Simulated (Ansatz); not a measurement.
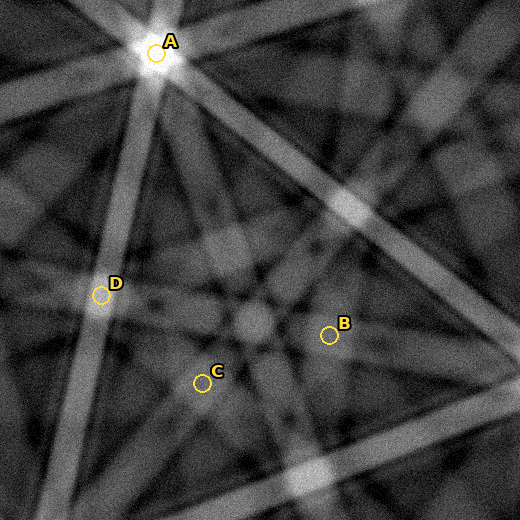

Simulated Kikuchi (electron backscatter) pattern at 10 kV: kinematic bands of width 2θ(Bragg) in gnomonic projection, seen from the camera side; the frame spans ±31° from its centre. Crystal: YbOs3, space group Pm-3m (No. 221), a = 4.19 Å. Structure: the input geometry of an electronic-structure calculation (not necessarily at equilibrium); the starting structure was generated, so it need not be a known form of this composition.

```cif
data_structure
_symmetry_space_group_name_H-M 'Pm-3m'
_symmetry_Int_Tables_number 221
_cell_length_a 4.1889
_cell_length_b 4.1889
_cell_length_c 4.1889
_cell_angle_alpha 90.000
_cell_angle_beta 90.000
_cell_angle_gamma 90.000
_cell_volume 73.50
loop_
_atom_site_label
_atom_site_type_symbol
_atom_site_symmetry_multiplicity
_atom_site_Wyckoff_symbol
_atom_site_fract_x
_atom_site_fract_y
_atom_site_fract_z
_atom_site_occupancy
Yb1 Yb 1 a 0.00000 0.00000 0.00000 1
Os1 Os 3 c 0.00000 0.50000 0.50000 1
```

Pole A is [110] and pole B is [323].

> Index the poles C and D.

C is [233], 41.1° from A and 17.3° from B. D is [121], 30.0° from A and 29.5° from B.

> Which band joins A and D, and how wide is it?

It comes from the planes common to both zones. The strongest order is 1 -1 1 with d = 2.418 Å, so the band is 2θ = 2.9° wide (λ = 0.1220 Å). Other orders of the same planes (2 -2 2) lie on the same centre line with other widths.
